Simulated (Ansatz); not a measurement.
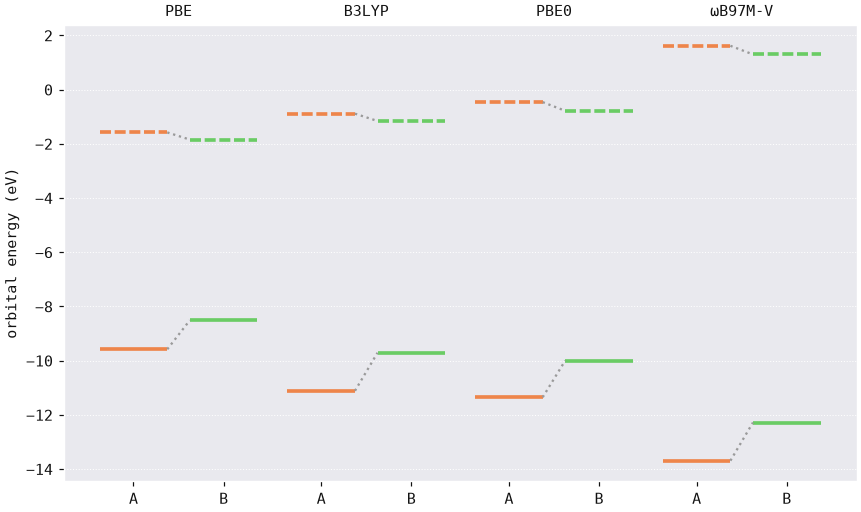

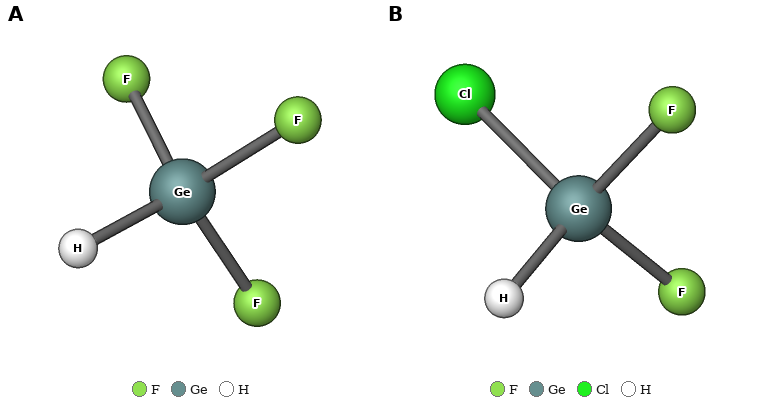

One change: A, GeHF₃ (SMILES [F][GeH]([F])[F]), becomes B, GeHClF₂ (SMILES [F][GeH]([F])[Cl]). F on Ge is replaced by Cl. HOMO (solid) and LUMO (dashed) computed in def2-TZVPP at PBE0-D4/def2-TZVP geometries, both minima by their frequencies, gas phase, the Ansatz code 0.2.0. Empty levels above zero depend strongly on the basis.

> What does the change do to HOMO and LUMO?

PBE: the HOMO rises by 1.07 eV, the LUMO falls by 0.26 eV, and the separation goes from 8.00 to 6.67 eV. B3LYP: the HOMO rises by 1.40 eV, the LUMO falls by 0.27 eV, and the separation goes from 10.23 to 8.55 eV. PBE0: the HOMO rises by 1.35 eV, the LUMO falls by 0.32 eV, and the separation goes from 10.89 to 9.22 eV. ωB97M-V: the HOMO rises by 1.41 eV, the LUMO falls by 0.32 eV, and the separation goes from 15.31 to 13.58 eV.

> Do the functionals agree on the effect?

They agree on the direction for both levels; the HOMO shift lies between 1.07 and 1.41 eV and the LUMO shift between −0.32 and −0.26 eV, while the separations themselves differ by up to 7.3 eV between functionals.
